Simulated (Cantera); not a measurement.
Input: 1 mol NH3, 0.094 mol SO2, 0.58 mol H2, 0.16 mol O2, at 0.00133 bar.

Method: chemical equilibrium by Gibbs-energy minimisation in Cantera with the NASA 1993 tables (ideal gas, pure condensed phases). Candidate condensed phases: H2O, H2SO4, S; 35 gas species. The numbers say what is thermodynamically allowed, not how fast it happens.

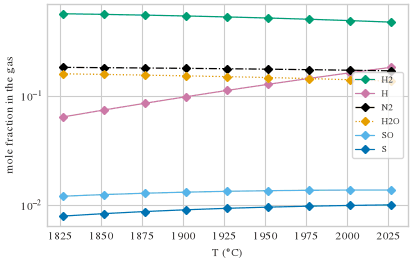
Figure. Equilibrium gas composition (values under 1e-9 drawn at 1e-9)

Q: Read off the mole fractions at 2002 °C.

A: H2 about 0.49, N2 about 0.17, H about 0.16, H2O about 0.14, SO about 0.014, S about 0.0099.
